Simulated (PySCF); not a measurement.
# One shape, several levels: HNO3 (peroxynitrous acid)

We compute a comparison of 5 runs (HF/STO-3G, HF/def2-SVP, B3LYP/3-21G, B3LYP/6-31G*) of HNO3 (peroxynitrous acid). Input form: a Python script.

The results are computed with PySCF 2.14.0.

## (1) Starting point

HNO3 has 5 atoms, charge 0, and is taken as a singlet. SMILES: `O=NOO`. The shape is that of a PBE0-D4/def2-TZVP optimisation. This is one conformer, not always the lowest.

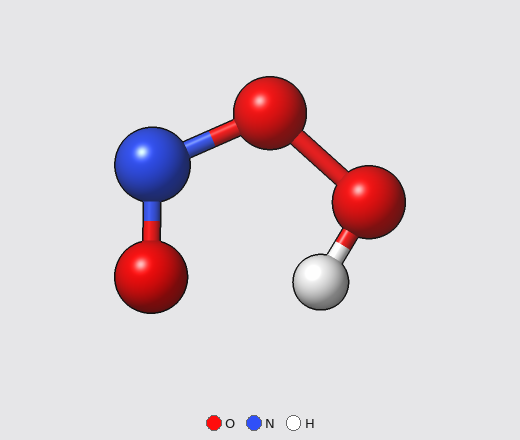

Viewed from a chosen angle; oxygen red, nitrogen blue, hydrogen white.

## (2) Energy and forces at HF/STO-3G (run 1)

Input file run.py:

```python
from pyscf import gto

system = gto.M(
    atom='''
O    0.136350  -0.835310   0.979060
N   -0.871770  -0.628300   0.400790
O   -0.775090   0.288530  -0.589000
O    0.508600   0.826880  -0.747550
H    1.001920   0.348200  -0.043280
''',
    basis='sto-3g',
    max_memory=1860,
    verbose=4,
)

hf = system.RHF()
hf.conv_tol = 1e-10
hf.kernel()
if not hf.converged:
    hf = hf.newton().run(hf.mo_coeff, hf.mo_occ)

e_tot = hf.e_tot
print('Final energy', e_tot)
grad = hf.nuc_grad_method().kernel()
hf.analyze()
```

Command:

```sh
$ OMP_NUM_THREADS=1 python run.py
```

What it wrote:

```text
PySCF version 2.14.0

[... 63 lines left out ...]
converged SCF energy = -275.701142015434
[... 15 lines left out ...]
One-electron Energy =                 -627.928518323357025
[... 5 lines left out ...]
MO #1   energy= -20.4252039834718  occ= 2
[... 3 lines left out ...]
MO #5   energy= -1.5960916060149   occ= 2
[... 3 lines left out ...]
MO #9   energy= -0.739274010867053 occ= 2
[... 3 lines left out ...]
MO #13  energy= -0.517595617936444 occ= 2
[... 3 lines left out ...]
MO #17  energy= 0.19928401548847   occ= 0
[... 3 lines left out ...]
MO #21  energy= 0.838956146593236  occ= 0
[... 29 lines left out ...]
Dipole moment(X, Y, Z, Debye):  1.10268, -0.29427,  0.70849
```

Wall time 2.4 s (1 thread of Intel Xeon at 2.50GHz (Skylake/Cascade Lake), shared host); peak memory 0.12 GiB.

## (3) Energy and gradient at HF/def2-SVP (run 2)

Input file input.py:

```python
# peroxynitrous acid
import pyscf.grad
from pyscf import gto

mol = gto.Mole()
mol.atom = '''
O    0.136350  -0.835310   0.979060
N   -0.871770  -0.628300   0.400790
O   -0.775090   0.288530  -0.589000
O    0.508600   0.826880  -0.747550
H    1.001920   0.348200  -0.043280
'''
mol.spin = 0
mol.charge = 0
mol.max_memory = 1860
mol.basis = 'def2-svp'
mol.verbose = 4
mol.build()

hf = mol.RHF()
hf.conv_tol = 1e-10
hf.kernel()
if not hf.converged:
    hf = hf.newton().run(hf.mo_coeff, hf.mo_occ)

etot = hf.e_tot
print(f'total energy: {etot:.8f} hartree')
grad = hf.Gradients().kernel()
hf.analyze()
```

Command:

```sh
$ OMP_NUM_THREADS=1 python input.py
```

What it wrote:

```text
PySCF version 2.14.0

[... 84 lines left out ...]
Two-electron Energy =                  226.580198639111757
[... 10 lines left out ...]
MO #7   energy= -1.28705208397912  occ= 2
[... 8 lines left out ...]
MO #16  energy= -0.499250607046378 occ= 2
[... 8 lines left out ...]
MO #25  energy= 0.903643334069787  occ= 0
[... 8 lines left out ...]
MO #34  energy= 1.30329825521684   occ= 0
[... 8 lines left out ...]
MO #43  energy= 2.18010880797508   occ= 0
[... 8 lines left out ...]
MO #52  energy= 3.22304658637395   occ= 0
[... 8 lines left out ...]
MO #61  energy= 4.25184649024113   occ= 0
[... 69 lines left out ...]
Dipole moment(X, Y, Z, Debye):  0.77820, -0.43211,  0.75058
```

It took 5.4 s on 1 thread of Intel Xeon at 2.50GHz (Skylake/Cascade Lake), shared host; peak memory 0.13 GiB.

Run 3 isn't shown in full; the table further down has it.

## (4) Energy and gradient at B3LYP/6-31G(d) (spherical functions) (run 4)

Input file input.py:

```python
# peroxynitrous acid
import pyscf.grad
from pyscf import gto, dft

mol = gto.Mole()
mol.atom = '''
O      0.257664    -1.578507     1.850155
N     -1.647407    -1.187315     0.757383
O     -1.464708     0.545243    -1.113049
O      0.961115     1.562577    -1.412665
H      1.893354     0.658003    -0.081787
'''
mol.verbose = 4
mol.max_memory = 1860
mol.charge = 0
mol.basis = '6-31g*'
mol.unit = 'bohr'
mol.build()

mf = dft.RKS(mol, xc='b3lyp')
mf.grids.level = 5
mf.conv_tol = 1e-10
mf.kernel()
if not mf.converged:
    mf = mf.newton().run(mf.mo_coeff, mf.mo_occ)

e_final = mf.e_tot
print('Final energy', e_final)
grad = mf.Gradients().kernel()
mf.analyze()
```

Command:

```sh
$ OMP_NUM_THREADS=1 python input.py
```

What it wrote:

```text
PySCF version 2.14.0

[... 78 lines left out ...]
Final energy -280.82404326013943
[... 22 lines left out ...]
MO #2   energy= -19.2490718670664  occ= 2
[... 7 lines left out ...]
MO #10  energy= -0.550924635995357 occ= 2
[... 7 lines left out ...]
MO #18  energy= 0.000181179255208885 occ= 0
[... 7 lines left out ...]
MO #26  energy= 0.70585101539692   occ= 0
[... 7 lines left out ...]
MO #34  energy= 1.09699923914535   occ= 0
[... 7 lines left out ...]
MO #42  energy= 1.6185456653751    occ= 0
[... 7 lines left out ...]
MO #50  energy= 2.30730967160528   occ= 0
[... 7 lines left out ...]
MO #58  energy= 3.01475986574269   occ= 0
[... 66 lines left out ...]
Dipole moment(X, Y, Z, Debye):  0.76669, -0.17721,  0.46214
```

Wall time 24 s (1 thread of Intel Xeon at 2.50GHz (Skylake/Cascade Lake), shared host); peak memory 0.58 GiB.

## (5) Energy and forces at B3LYP/6-31G(d) (Cartesian functions) (run 5)

Input file calc.py:

```python
import pyscf.grad
from pyscf import gto, dft

system = gto.M(
    atom='''
O    0.136350  -0.835310   0.979060
N   -0.871770  -0.628300   0.400790
O   -0.775090   0.288530  -0.589000
O    0.508600   0.826880  -0.747550
H    1.001920   0.348200  -0.043280
''',
    verbose=4,
    basis='6-31g*',
    max_memory=1860,
    cart=True,
    charge=0,
)

ks = dft.RKS(system, xc='b3lyp')
ks.grids.level = 5
ks.conv_tol = 1e-10
ks.kernel()
if not ks.converged:
    ks = ks.newton().run(ks.mo_coeff, ks.mo_occ)

energy = ks.e_tot
print('E = %.10f Eh' % energy)
grad = ks.Gradients().kernel()
dip = ks.dip_moment()
pop, q = ks.mulliken_pop()
```

Command:

```sh
$ OMP_NUM_THREADS=1 python calc.py
```

What it wrote:

```text
PySCF version 2.14.0

[... 78 lines left out ...]
converged SCF energy = -280.829903367716
[... 13 lines left out ...]
Dipole moment(X, Y, Z, Debye):  0.77866, -0.18071,  0.47018
[... 68 lines left out ...]
charge of    4H =      0.43803
```

Run time: 26 s. Hardware: 1 thread of Intel Xeon at 2.50GHz (Skylake/Cascade Lake), shared host; peak memory 0.62 GiB.

## (6) All runs side by side

```csv
run,level,integration grid,Cartesian functions,energy (Eh),dipole moment (D),HOMO energy (eV),LUMO energy (eV),wall time
1,HF/STO-3G,–,no,-275.701142,1.34,-10.19,5.42,2.4 s
2,HF/def2-SVP,–,no,-279.163065,1.16,-13.59,1.97,5.4 s
3,B3LYP/3-21G,5,no,-279.247040,1.17,-8.10,-2.53,14 s
4,B3LYP/6-31G* (spherical functions),5,no,-280.824043,0.91,-8.44,-2.58,24 s
5,B3LYP/6-31G* (Cartesian functions),5,yes,-280.829903,0.93,-8.46,-2.60,26 s
```

## (7) Summary of results

| quantity | value |
| --- | --- |
| run 5: total energy | -280.82990 Eh |
| run 5: dipole moment | 0.93 D |
| run 5: HOMO energy | -8.46 eV |
| run 5: LUMO energy | -2.60 eV |
| run 5: HOMO–LUMO gap | 5.86 eV |
| run 5: largest force on an atom | 1.754 eV/Å |

What this shows: The dipole moment (its size) runs from 0.91 D (B3LYP/6-31G*) to 1.34 D (HF/STO-3G). The two ends differ in method and basis. The HOMO–LUMO gap runs from 5.57 eV (B3LYP/3-21G) to 15.61 eV (HF/STO-3G). In run 1 the basis is minimal, so the values are rough. All runs together took 72 s, the longest 26 s.
